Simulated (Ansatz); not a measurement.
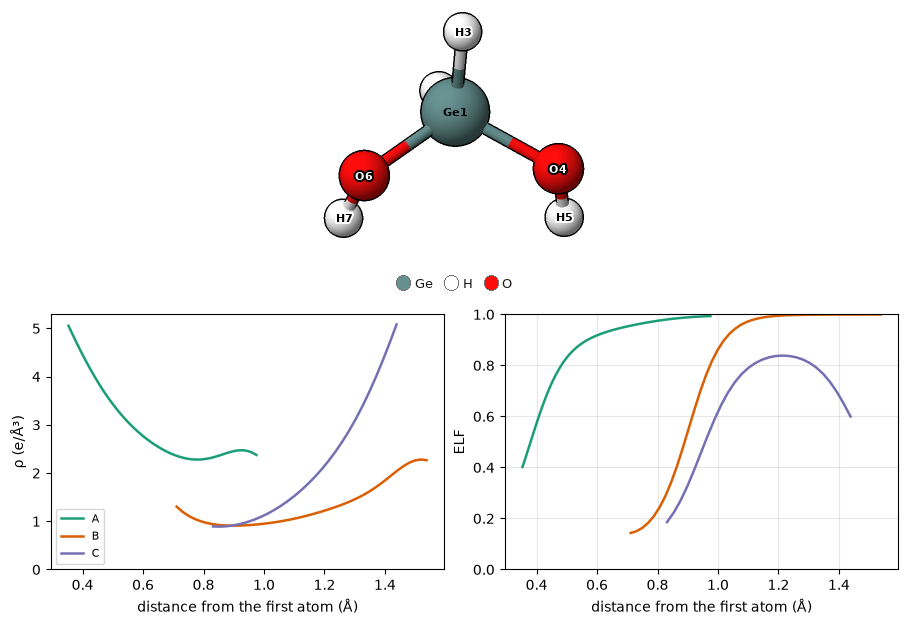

*GeH4O2. Electron density and electron localisation function along straight lines between neighbouring atoms. The curves leave out the atomic cores. The structure is drawn too.*

These are results of Ansatz, RKS PBE-D4/def2-SVP, not measurements.

```xyz
7

Ge    0.1956   -0.0383    0.1402
H     0.0303    0.1026    1.6852
H     1.6359    0.0291   -0.3940
O    -0.6534    1.3100   -0.6930
H    -1.5574    1.4335   -0.3493
O    -0.4298   -1.6431   -0.3785
H    -1.2324   -1.8902    0.1169
```

Which curve belongs to which contact (Ge–H, Ge–O and O–H)? The first atom named is at distance zero.

Answer. Curve A: O–H (0.97 Å): ρ at the midpoint is about 3.5 e/Å³; the ELF climbs to about 1 towards the hydrogen, as it does in any bond to H; a covalent bond by its length. Curve B: Ge–H (1.54 Å): the density is about 1.1 e/Å³ at the midpoint; the ELF climbs to about 1 towards the hydrogen. Curve C: Ge–O (1.80 Å): ρ at the midpoint is about 0.92 e/Å³; the ELF peaks at about 0.85 in the valence shell of O, 0.6 Å from its nucleus, and is about 0.35 at the midpoint.
